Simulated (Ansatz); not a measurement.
# singlet CH6AlOSi+: levels of theory compared

We compute a comparison of 6 runs (B3LYP/def2-SVP, CAM-B3LYP/def2-SVP, SVWN5/def2-SVP, RPA@PBE/def2-SVP, MP2/def2-SVP, CCSD(T)/def2-SVP) of singlet CH6AlOSi+. 

The calculation is run with Ansatz 0.2.0.

105 further runs of the same task are left out: 105 set aside as unsound or not needed.

## Step 1: Starting point

CH6AlOSi+: 10 atoms, total charge +1, spin state singlet. As SMILES of the parent species, `[CH3][Al][O][SiH3]`. Geometry: relaxed at PBE0-D4/def2-TZVP. This is one conformer, not always the lowest. That shape belongs to the parent species and isn't relaxed for this state.

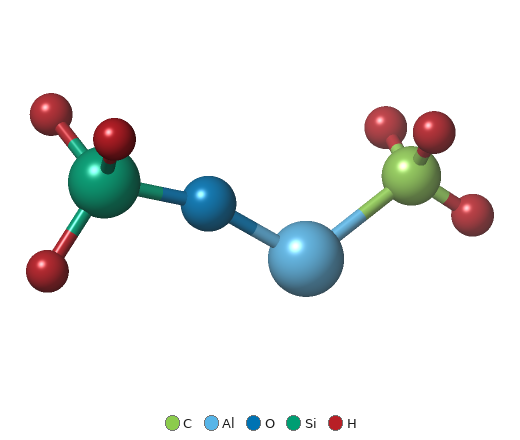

The structure, seen from a chosen angle (carbon green, aluminium blue, oxygen blue, silicon teal, hydrogen red).

## Step 2: The energy at B3LYP/def2-SVP (run 1)

Input file input.yaml:

```yaml
crystal:
  periodic: [false, false, false]
  atoms:
    - {symbol: C, position_ang: [0.243800, 1.981800, -1.341400]}
    - {symbol: Al, position_ang: [1.086500, 0.300600, -0.766100]}
    - {symbol: O, position_ang: [0.194200, -0.660700, 0.309100]}
    - {symbol: Si, position_ang: [-0.287900, -1.859400, 1.294000]}
    - {symbol: H, position_ang: [-0.701000, 1.751800, -1.844500]}
    - {symbol: H, position_ang: [0.014800, 2.586100, -0.457700]}
    - {symbol: H, position_ang: [0.869800, 2.566000, -2.016900]}
    - {symbol: H, position_ang: [0.686800, -2.984600, 1.283800]}
    - {symbol: H, position_ang: [-1.611000, -2.377800, 0.854700]}
    - {symbol: H, position_ang: [-0.413000, -1.355000, 2.687900]}
basis:
  gaussian:
    orbitals: def2-SVP
total_charge: 1
hamiltonian:
  xc: {name: B3LYP}
accuracy: high
output:
  orbitals: {seedname: orbitals}
```

Started as:

```
$ ansatz run input.yaml --threads 1 --pin off --max-ram 3480MiB --events-out events.jsonl --progress --plain --runs-dir runs
```

Log:

```text
Warning: RAYON_NUM_THREADS=1 ignored (pool sized by the plan → 1); use --threads N
Functional definition: B3LYP
  name "B3LYP"
  parameter a0 = 0.2
  parameter ax = 0.72
  parameter ac = 0.81
  exchange = (1 - a0 - ax)*slater_x + ax*b88_x + a0*exact_x
  correlation = (1 - ac)*vwn_rpa_c + ac*lyp_c
2094 factors; integrals over basis functions are off by at most 7.8e-9 eV
mean field evaluation 1: about -17623.2399 eV, gradient 9.9e1 eV
mean field evaluation 2: about -17506.4826 eV, gradient 2.0e2 eV
mean field evaluation 4: about -17642.8825 eV, gradient 2.4e1 eV
mean field evaluation 8: about -17644.6161 eV, gradient 9.5e-1 eV
mean field evaluation 16: about -17644.6185 eV, gradient 1.4e-4 eV
mean field -17644.61849159 eV, -648.4277696141 hartree, gradient 5.8e-8 eV, S^2 0.000000; 0 other end points of the search recorded, 0 dependent functions left out
reference -17644.61853709 eV, -648.4277712859 hartree; 23, 23 occupied and 71, 71 virtual orbitals, 2094 factors
Total energy: -17644.61853709 eV, -648.4277712859 hartree
```

Run time: 7.8 s. Hardware: 1 thread of Arm Neoverse V2, shared host; peak memory 0.32 GiB.

## Step 3: A single-point energy at CAM-B3LYP/def2-SVP (run 2)

Input file job.yaml:

```yaml
crystal:
  periodic: [false, false, false]
  atoms:
    - {symbol: C, position_ang: [0.243800, 1.981800, -1.341400]}
    - {symbol: Al, position_ang: [1.086500, 0.300600, -0.766100]}
    - {symbol: O, position_ang: [0.194200, -0.660700, 0.309100]}
    - {symbol: Si, position_ang: [-0.287900, -1.859400, 1.294000]}
    - {symbol: H, position_ang: [-0.701000, 1.751800, -1.844500]}
    - {symbol: H, position_ang: [0.014800, 2.586100, -0.457700]}
    - {symbol: H, position_ang: [0.869800, 2.566000, -2.016900]}
    - {symbol: H, position_ang: [0.686800, -2.984600, 1.283800]}
    - {symbol: H, position_ang: [-1.611000, -2.377800, 0.854700]}
    - {symbol: H, position_ang: [-0.413000, -1.355000, 2.687900]}
basis:
  gaussian: {orbitals: def2-SVP}
total_charge: 1
hamiltonian: {xc: {name: CAM-B3LYP}}
accuracy: high
output: {orbitals: {seedname: orbitals}}
```

Started as:

```
$ ansatz run job.yaml --threads 1 --pin off --max-ram 3480MiB --events-out events.jsonl --progress --plain --runs-dir runs
```

Log:

```text
Warning: RAYON_NUM_THREADS=1 ignored (pool sized by the plan → 1); use --threads N
Functional definition: CAM-B3LYP
  name "CAM-B3LYP"
  parameter alpha = 0.19
  parameter beta = 0.46
  parameter omega = 0.33/bohr
  parameter ac = 0.81
  exchange = (1 - alpha - beta)*b88_x + beta*b88_x_sr(omega) + alpha*exact_x + beta*exact_x_lr(omega)
  correlation = (1 - ac)*vwn5_c + ac*lyp_c
2094 factors; integrals over basis functions are off by at most 7.8e-9 eV
487 factors; integrals over basis functions are off by at most 2.1e-9 eV
mean field evaluation 1: about -17626.5404 eV, gradient 8.7e1 eV
mean field evaluation 2: about -17571.4278 eV, gradient 1.7e2 eV
mean field evaluation 4: about -17641.6029 eV, gradient 1.3e1 eV
mean field evaluation 8: about -17642.1326 eV, gradient 3.9e-1 eV
mean field evaluation 16: about -17642.1331 eV, gradient 8.9e-5 eV
mean field -17642.13311065 eV, -648.3364335491 hartree, gradient 1.5e-8 eV, S^2 0.000000; 0 other end points of the search recorded, 0 dependent functions left out
reference -17642.13313265 eV, -648.3364343574 hartree; 23, 23 occupied and 71, 71 virtual orbitals, 2094 factors
Total energy: -17642.13313265 eV, -648.3364343574 hartree
```

Run time: 9.6 s. Hardware: 1 thread of Arm Neoverse V2, shared host; peak memory 0.37 GiB.

Runs 3 to 5 aren't shown in full; the table further down has their settings and results.

## Step 4: The energy at CCSD(T)/def2-SVP (run 6)

job.yaml, as its differences from that of step 3:

```diff
@@ -16,4 +16,4 @@
 total_charge: 1
-hamiltonian: {xc: {name: CAM-B3LYP}}
+correlation: {method: ccsd_t, frozen_orbitals: {Al: 5, C: 1, H: 0, O: 1, Si: 5}}
 accuracy: high
-output: {orbitals: {seedname: orbitals}}
+scf: {omitted_lower_state_checks: [cluster_reference, increment]}
```

Started as:

```
$ ansatz run job.yaml --threads 1 --pin off --max-ram 3480MiB --events-out events.jsonl --progress --plain --runs-dir runs
```

Log:

```text
Warning: RAYON_NUM_THREADS=1 ignored (pool sized by the plan → 1); use --threads N
[... 11 lines left out ...]
12 core orbitals not correlated: weight in the atoms' cores, before any rotation towards them, 1.000 or more for the frozen orbitals, at most 0.000 for the correlated occupied ones
[... 28 lines left out ...]
Total energy: -17610.03409581 eV, -647.1568165111 hartree
Checks for a lower state left out: cluster_reference, increment
```

It took 20 s on 1 thread of Arm Neoverse V2, shared host; peak memory 0.55 GiB.

## Step 5: All runs side by side

```
run               level  frozen core orbitals  energy (Eh)  wall time
  1      B3LYP/def2-SVP                     –  -648.427771      7.8 s
  2  CAM-B3LYP/def2-SVP                     –  -648.336434      9.6 s
  3      SVWN5/def2-SVP                     –  -645.227060      4.2 s
  4    RPA@PBE/def2-SVP                    12  -647.399843       13 s
  5        MP2/def2-SVP                    12  -647.098993      2.6 s
  6    CCSD(T)/def2-SVP                    12  -647.156817       20 s
```

## Step 6: What came out

| quantity | value |
| --- | --- |
| run 6: total energy | -647.15682 Eh |
| run 6: correlation energy (12 core orbitals frozen) | -533.4 mEh |
| run 6: (T) correction | -13.78 mEh |
| run 6: T1 diagnostic | 0.018 |

In words: Over runs 1, 2, 3 the HOMO–LUMO gap runs from 1.49 eV (SVWN5/def2-SVP) to 5.77 eV (CAM-B3LYP/def2-SVP). Totals of different functionals can't be ranked against each other. All runs together took 57 s, the longest 20 s.
